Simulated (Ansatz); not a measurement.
The figure comes from a scan of Cd (hcp, Mg type): one Cd atom of a 2-atom cell moves by s along Cartesian [110], with its periodic images. Computed with r2SCAN (plane waves to 500 eV, PAW, scalar-relativistic; Ansatz, an electronic-structure program). k mesh 14×14×7 (Γ-centred), Fermi-Dirac smearing 0.05 eV. Energies are smeared free energies. With partly filled bands, energies and forces of such displacements shift with the k mesh and the smearing. On this mesh the relaxed cell isn't quite at rest: it carries a pressure of 0.2 GPa (compression positive) at the zero of the scan. Cd was relaxed with its symmetry unable to fall. ΔE is measured from the undisplaced structure.

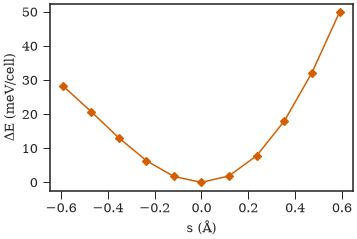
*ΔE (meV/cell) against s (Å); computed points joined by lines.*

**Question.** Read the plotted values off the figure, to the accuracy that the plot allows.

**Answer.** To the nearest 1:

```tsv
s (Å)	ΔE (meV/cell)
-0.590	28
-0.472	21
-0.354	13
-0.236	6
-0.118	2
0.000	0
0.118	2
0.236	8
0.354	18
0.472	32
0.590	50
```

(A displaced cell: forces are minus the slopes of the energy, force constants its curvatures, and phonons follow from these.)
